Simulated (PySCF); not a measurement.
# [TiS2]-: doublet, from a end-on start

Aim: relax [TiS2]- as a doublet from a end-on start, check by its vibrations whether the end is a minimum, and collect its spectrum and constants.

Program: PySCF 2.14.0. Level of theory: B3LYP, basis Ti def2-SVPD, S def2-SVPD, no relativity, density fitting. These are calculated values, not measurements.

## (1) Where the work starts

3 atoms, charge -1, spin multiplicity 2.

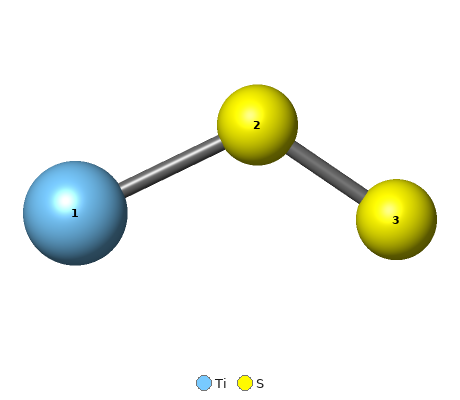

As it starts; titanium blue, sulfur yellow; atoms are numbered from 1 in the order of the file.

```xyz
3
charge -1 multiplicity 2
Ti    0.0000    0.0000    0.0000
S     0.0000    0.0000    2.4617
S     1.7748    0.0000    3.4817
```

## (2) First SCF at the start

One driver script runs all steps and calls PySCF; scf.py shows how it sets up the SCF of each step. The optimiser is the driver's own. After this first run the driver tries any further starts and a stability analysis.

Input file scf.py:

```python
from pyscf import gto, scf, dft
mol = gto.M(atom='''
Ti     0.000000     0.000000     0.000000
S      0.000000     0.000000     2.461700
S      1.774800     0.000000     3.481700''',
    basis={'Ti': 'def2-SVPD', 'S': 'def2-SVPD'},
    charge=-1, spin=1)
mf = dft.UKS(mol, xc='B3LYP')
mf.grids.atom_grid = (50, 194)
aux = {'Ti': 'def2-universal-JKFIT', 'S': 'def2-universal-JKFIT'}
mf = mf.density_fit(auxbasis=aux)
mf.conv_tol = 1e-08
mf.diis_space = 10
mf.max_cycle = 60
mf.init_guess = 'minao'
mf.verbose = 4
mf.kernel()
```

Launch:

```
> OMP_NUM_THREADS=2 python axn.py task.json out
```

The log of the run, shortened:

```text
[... the frontier levels of the middle cycles are left out ...]
init E= -1645.40022473397
[... the frontier-level lines of each cycle are left out ...]
cycle= 1 E= -1645.34023305437  delta_E= 0.06  |g|= 0.418  |ddm|= 1.82
cycle= 2 E= -1625.52620557416  delta_E= 19.8  |g|= 4.96  |ddm|= 3.48
cycle= 3 E= -1639.30137798149  delta_E= -13.8  |g|= 3.01  |ddm|= 2.24
cycle= 4 E= -1641.21209320805  delta_E= -1.91  |g|= 2.37  |ddm|= 1.04
cycle= 5 E= -1642.99431755667  delta_E= -1.78  |g|=  1.8  |ddm|= 1.15
cycle= 6 E= -1644.386175921  delta_E= -1.39  |g|= 1.27  |ddm|= 0.957
cycle= 7 E= -1645.06998843112  delta_E= -0.684  |g|= 0.778  |ddm|= 0.696
cycle= 8 E= -1645.489207641  delta_E= -0.419  |g|= 0.21  |ddm|= 1.09
cycle= 9 E= -1645.50822886877  delta_E= -0.019  |g|= 0.15  |ddm|= 0.575
cycle= 10 E= -1645.5272349043  delta_E= -0.019  |g|= 0.0397  |ddm|= 0.254
cycle= 11 E= -1645.52869863104  delta_E= -0.00146  |g|= 0.0482  |ddm|= 0.142
cycle= 12 E= -1645.53252277992  delta_E= -0.00382  |g|= 0.0269  |ddm|= 0.185
cycle= 13 E= -1645.53437678014  delta_E= -0.00185  |g|= 0.017  |ddm|= 0.155
cycle= 14 E= -1645.53554041729  delta_E= -0.00116  |g|= 0.00656  |ddm|= 0.168
[... 46 cycles left out ...]
SCF not converged.
init E= -1645.40022473397
[... 20 cycles left out ...]
SCF not converged.
init E= -1645.53826867864
[... 16 cycles left out ...]
cycle= 17 E= -1645.54039510175  delta_E= -5.14e-05  |g|= 0.00261  |ddm|= 0.0149
cycle= 18 E= -1645.54040592198  delta_E= -1.08e-05  |g|= 0.0028  |ddm|= 0.00442
cycle= 19 E= -1645.54040206047  delta_E= 3.86e-06  |g|= 0.00292  |ddm|= 0.00153
cycle= 20 E= -1645.54040467258  delta_E= -2.61e-06  |g|= 0.00292  |ddm|= 0.00093
cycle= 21 E= -1645.54048393106  delta_E= -7.93e-05  |g|= 0.00258  |ddm|= 0.0218
cycle= 22 E= -1645.54069820528  delta_E= -0.000214  |g|= 0.00269  |ddm|= 0.0612
cycle= 23 E= -1645.54052256337  delta_E= 0.000176  |g|= 0.00401  |ddm|= 0.0477
cycle= 24 E= -1645.54062177312  delta_E= -9.92e-05  |g|= 0.0027  |ddm|= 0.0266
cycle= 25 E= -1645.5406818864  delta_E= -6.01e-05  |g|= 0.00272  |ddm|= 0.0176
cycle= 26 E= -1645.54065360214  delta_E= 2.83e-05  |g|= 0.00324  |ddm|= 0.00807
cycle= 27 E= -1645.54087240782  delta_E= -0.000219  |g|= 0.00259  |ddm|= 0.0616
cycle= 28 E= -1645.54140336847  delta_E= -0.000531  |g|= 0.00973  |ddm|= 0.192
cycle= 29 E= -1645.5414032243  delta_E= 1.44e-07  |g|= 0.00319  |ddm|= 0.0377
cycle= 30 E= -1645.54170765927  delta_E= -0.000304  |g|= 0.00808  |ddm|= 0.13
SCF not converged.
macro= 0  E= -1645.54254547813  delta_E= -0.000837819  |g|= 0.00674853  3 KF 13 JK
macro= 1  E= -1645.54262103705  delta_E= -7.55589e-05  |g|= 0.000756471  3 KF 14 JK
macro= 2  E= -1645.54262334916  delta_E= -2.31211e-06  |g|= 0.000219401  2 KF 13 JK
macro= 3  E= -1645.54262334917  delta_E= -5.00222e-12  |g|= 3.89419e-05  1 KF 2 JK
macro X = 4  E=-1645.54262334917  |g|= 3.89419e-05  total 10 KF 47 JK
converged SCF energy = -1645.54262334917  <S^2> = 1.4313388  2S+1 = 2.593329
```

This step, with its further starts and checks, needed 41 s of wall time on 2 threads of Arm Neoverse V1, shared host.

The starts that the driver tried:

```tsv
start	energy (Eh)
the minimal-basis guess	-1645.542623
a thermally smeared density	-1645.535575
```

Where DIIS stalls, the driver goes on with a level shift of 0.3 Eh and then with a second-order solver.

The test of internal stability and the other starts found no lower solution of this spin.

## (3) Relaxation: end-on start, doublet

The program finds Cs symmetry in the start, which this walk keeps. The walk stops when the largest gradient is under 0.0003 Eh/bohr and the energy has settled too.

Changes to scf.py since step 2:

```diff
@@ -3,3 +3,3 @@
-Ti     0.000000     0.000000     0.000000
-S      0.000000     0.000000     2.461700
-S      1.774800     0.000000     3.481700''',
+Ti    -0.507132     0.000000    -1.698268
+S     -0.507132     0.000000     0.763432
+S      1.267668     0.000000     1.783432''',
@@ -15 +14,0 @@
-mf.init_guess = 'minao'
```

Steps of the walk:

```tsv
step	energy (Eh)	change (kJ/mol)	largest symmetric gradient (Eh/bohr)
0	-1645.542623	0.00	0.02809
1	-1645.546658	-10.59	0.02220
2	-1645.551224	-22.58	0.03054
3	-1645.554892	-32.21	0.01098
4	-1645.565359	-59.69	0.02624
5	-1645.574721	-84.27	0.03989
6	-1645.584336	-109.52	0.03084
7	-1645.584947	-111.12	0.05204
8	-1645.590806	-126.50	0.01271
9	-1645.591350	-127.93	0.02233
10	-1645.592545	-131.07	0.01481
11	-1645.593289	-133.02	0.00586
12	-1645.593647	-133.96	0.00392
13	-1645.593720	-134.15	0.00056
14	-1645.593722	-134.16	0.00003
```

The walk took 43 s.

Positions (Å) and forces (eV/Å) along the way:

```
step 0
Ti  -0.507   0.000  -1.698   0.147   0.000   1.368
S   -0.507   0.000   0.763  -0.635   0.000  -1.444
S    1.268   0.000   1.783   0.487   0.000   0.076
step 1
Ti  -0.487   0.000  -1.651   0.160   0.000   1.141
S   -0.536   0.000   0.739  -0.330   0.000  -0.997
S    1.276   0.000   1.760   0.170   0.000  -0.145
step 7
Ti   0.163   0.000  -1.185  -0.350   0.000   0.565
S   -0.957   0.000   1.069  -2.325   0.000  -0.506
S    1.048   0.000   0.965   2.675   0.000  -0.059
step 14
Ti   0.096   0.000  -1.130   0.000   0.000  -0.001
S   -1.003   0.000   0.981  -0.001   0.000   0.000
S    1.160   0.000   0.998   0.001   0.000   0.002
```

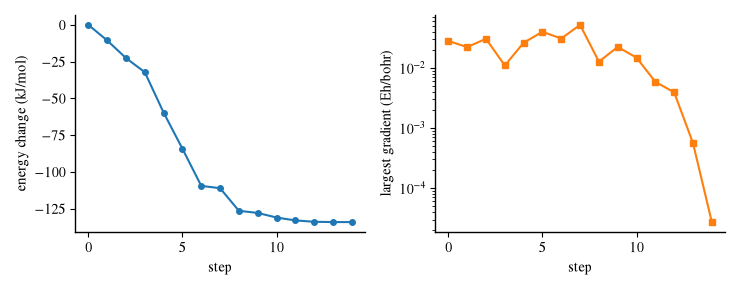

Energy and largest gradient along the walk.

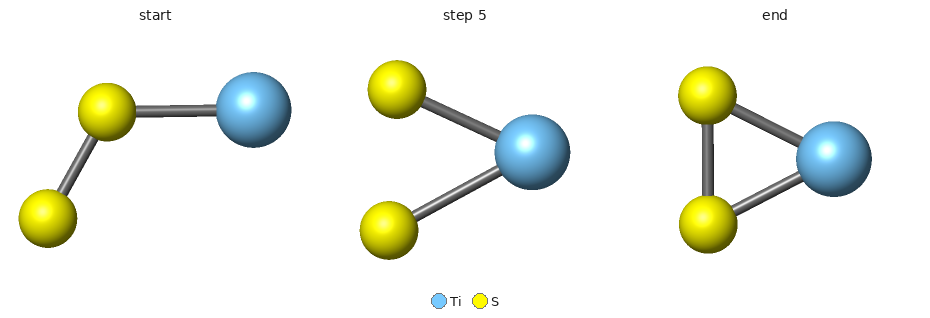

The geometry along the walk, at one scale.

It settles in C2v symmetry, 134.2 kJ/mol below the start, after 14 steps: S–S 2.163 Å, Ti–S 2.380 Å (×2); S–S–Ti 63.0° (×2), S–Ti–S 54.1°.

## (4) Frequencies

The point is checked on the finer grid, and tightened if its gradient asks for it. The Hessian and the dipole derivatives come from central differences of analytic gradients, with steps of 0.02 bohr.

Changes to scf.py since step 3:

```diff
@@ -3,3 +3,3 @@
-Ti    -0.507132     0.000000    -1.698268
-S     -0.507132     0.000000     0.763432
-S      1.267668     0.000000     1.783432''',
+Ti     0.009601     0.000000    -1.211374
+S     -1.088645     0.000000     0.899766
+S      1.074247     0.000000     0.916909''',
@@ -9 +9 @@
-mf.grids.atom_grid = (50, 194)
+mf.grids.atom_grid = (75, 302)
@@ -12 +12 @@
-mf.conv_tol = 1e-08
+mf.conv_tol = 1e-10
```

This SCF starts from the last density.

Log of the central SCF (cycles and frontier levels):

```text
init E= -1645.593741667
[... the frontier-level lines of each cycle are left out ...]
cycle= 1 E= -1645.59374166699  delta_E= 1.07e-11  |g|= 3.08e-06  |ddm|= 9.15e-06
Extra cycle  E= -1645.59374166693  delta_E= 5.8e-11  |g|= 9.13e-06  |ddm|= 2.41e-05
converged SCF energy = -1645.59374166693  <S^2> = 1.5920225  2S+1 = 2.7144226
```

The whole step took 38 s.

Geometry: C2v; S–S 2.163 Å, Ti–S 2.380 Å (×2); S–S–Ti 63.0° (×2), S–Ti–S 54.1°.

Harmonic modes (main isotopes):

```
symmetry  ω (cm⁻¹)  IR (km/mol)  μ (u)
      b2       223          1.3  34.45
      a1       353         38.7  38.54
      a1       456         34.7  32.63
```

No imaginary mode, so this is a minimum.

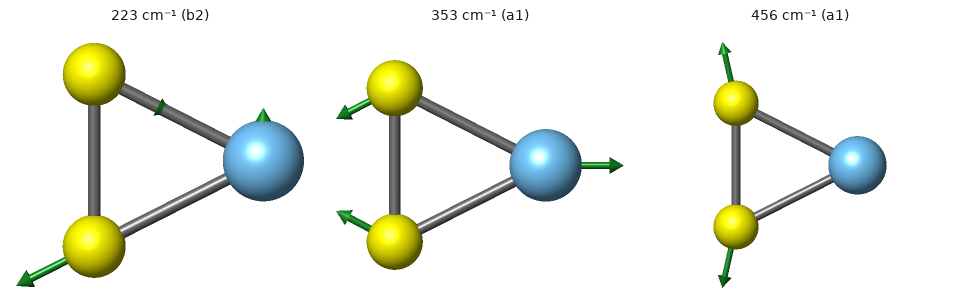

Displacements of 3 of the modes, as arrows (one member where a mode is degenerate).

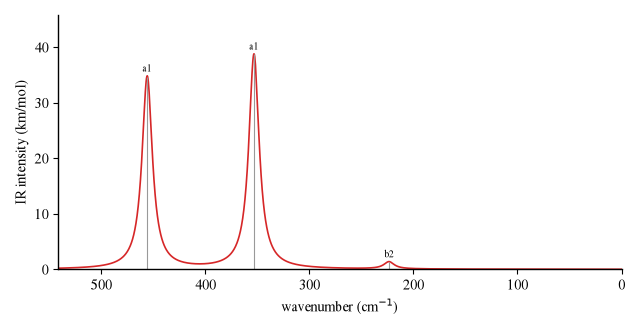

The harmonic infrared spectrum (widths in cm⁻¹). Lines are broadened to a width of 12 cm⁻¹ (Lorentzian).

Constants and moments:

- Dipole moment about the centre of mass: 0.08 D
- Highest occupied level: 0.13 eV
- Lowest empty level: 1.91 eV
- Rotational constants: 0.2254, 0.1369, 0.08518 cm⁻¹
- Zero-point energy: 6.2 kJ/mol
- Principal polarisabilities: 171.0, 173.0, 197.5 bohr³
- Principal traceless quadrupole moments about the centre of mass: -12.75, 5.24, 7.50 D Å
- Entropy at 298.15 K and 1 bar (electronic part: spin only): 292.3 J/(mol K)
- Heat capacity Cp at 298.15 K: 53.0 J/(mol K)
- Enthalpy at 298.15 K above 0 K: 12.91 kJ/mol
- Rotational symmetry number: 2
- Spin squared ⟨S²⟩: 1.592

Populations by atom (charges in e):

```json
{"atom": "Ti1", "Mulliken": "0.01", "Löwdin": "0.06", "polar tensor": "0.04", "spin (Mulliken)": "1.24", "Mayer order to Ti1": "–"}
{"atom": "S2,3", "Mulliken": "-0.51", "Löwdin": "-0.53", "polar tensor": "-0.52", "spin (Mulliken)": "-0.12", "Mayer order to Ti1": "0.69"}
```

Outer orbital energies (eV). α occupied: -11.49, -4.86, -4.13, -3.62, -2.15, -1.02, -0.99, -0.58; empty: 1.91, 2.24, 2.52, 2.87. β occupied: -15.46, -11.55, -4.73, -4.13, -3.64, -2.09, -1.05, 0.13; empty: 2.26, 2.70, 3.03, 3.51.

Mulliken populations on Ti1: s 7.13, p 12.43, d 2.42, f 0.01.

## (5) Outcome

| quantity | value |
| --- | --- |
| minimum | broken-symmetry (Ms = 1/2), C2v |
| geometry | S–S 2.163 Å, Ti–S 2.380 Å (×2); S–S–Ti 63.0° (×2), S–Ti–S 54.1° |
| wavenumbers (cm⁻¹) | 223 (b2), 353 (a1), 456 (a1) |
| dipole moment (centre of mass) | 0.08 D |
| highest occupied, lowest empty level (either spin) | 0.13, 1.91 eV |
| polar-tensor charge of Ti1 | +0.04 e |
| zero-point energy | 6.2 kJ/mol |
| entropy at 298.15 K | 292.3 J/(mol K) |
| ⟨S²⟩ | 1.592 |

In words: From Cs at the start the molecule goes to a C2v minimum. The determinant is spin-contaminated (⟨S²⟩ = 1.59 against 0.75), so it is no pure spin state. The strongest infrared band lies at 353 cm⁻¹ (a1). Only this shape and spin were tried, so other structures or states may lie lower. The highest occupied level lies above zero: either self-interaction error lifts it or the extra electron is not bound, and the basis holds it in place. One determinant may miss the lowest occupation of an open d or f shell.

The search up to here took 2 min.
